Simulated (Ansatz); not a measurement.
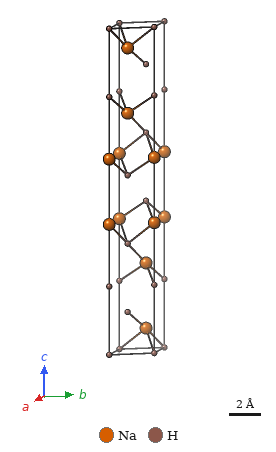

Starting structure of solid Na2H3 (built on the tetradymite_166 type) (coarse preliminary run). Style: ball-and-stick. Shown: the conventional cell (3 times the calculation's cell), slightly off an axis. Lengths and directions refer to the drawn axes.

Case: tetradymite type (R-3m, No. 166).

Method: DFT PBE, scalar-relativistic, plane waves, PAW in Ansatz 0.2.0.

Input file:
```yaml
crystal:
  lattice:
    - [1.5559169918, 0.898309094, 7.2124645045]
    - [-1.5559169918, 0.898309094, 7.2124645045]
    - [0.0, -1.796618188, 7.2124645045]
  atoms:
    - { symbol: Na, position: [0.4, 0.4, 0.4] }
    - { symbol: Na, position: [0.6, 0.6, 0.6] }
    - { symbol: H, position: [0.0, 0.0, 0.0] }
    - { symbol: H, position: [0.2095, 0.2095, 0.2095] }
    - { symbol: H, position: [0.7905, 0.7905, 0.7905] }
basis:
  ecutwfc: 420
kpoints:
  mp_grid: { grid: [6, 6, 6] }
hamiltonian:
  xc: pbe
scf:
  occupations: { method: gaussian, width: 0.1 }
  lower_state_search: "off"
output:
  forces: true
  stress: true
  eigenvalues: true
relax:
  adjacent_minimum: "off"
  f_tol: 0.04
  max_steps: 70
  cell: { stress_tol: 0.4 }
```

Run as
```bash
ansatz run input.yaml --threads 1 --pin off --max-ram 2560MiB --backend cpu --events-out ev --progress --plain --runs-dir out
```

Question: Predict the outcome.

Answer: Over 7 accepted moves (8 points after the start) the energy falls by 279 meV per atom. Largest force component: 0.31 eV/Å at the start, 0.013 eV/Å at the end. Pressure: 4.00 GPa at the start and 0.06 GPa at the end. At 1 point the geometry stayed and the basis and grid were re-selected for the new cell (energy shift of 0.3 meV per atom at most each time). The largest moves relative to the cell, 0.72 Å, are those of H4 and H5. H5 goes along +c. Largest moves by element: H 0.72 Å, Na 0.24 Å. The drawn cell changes as follows: a = b 3.112 → 3.321 Å (+6.7 %), c 21.637 → 17.617 Å (−18.6 %); the volume changes by −7.3 %. Near-neighbour distances that change, for instance: Na1–Na2 4.327 → 3.037 Å, Na1–H4 3.575 → 2.467 Å, Na1–H5 2.181 → 2.425 Å, Na1–Na1 3.112 → 3.321 Å. Bond angles that change, for instance: Na2–H4–Na2 91.0° → 86.4°, H4–Na2–H4 91.0° → 86.4°, H3–Na2–H3 85.0° → 88.3°. The space group stays R-3m (No. 166). The run took 23 s on 1 thread of Intel(R) Xeon(R) Platinum 8259CL CPU @ 2.50GHz (Skylake/Cascade Lake) (shared host), peak memory 0.38 GiB.

Final geometry:

```
Na H
1.0
     1.66037    0.95862    5.87220
    -1.66037    0.95862    5.87220
     0.00000   -1.91724    5.87220
Na H
2 3
Direct
  0.41379 0.41379 0.41379
  0.58621 0.58621 0.58621
  0.00000 0.00000 0.00000
  0.16857 0.16857 0.16857
  0.83143 0.83143 0.83143
```

The end point in the same view:

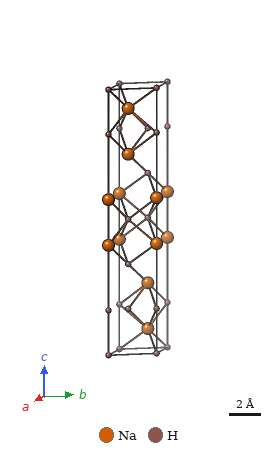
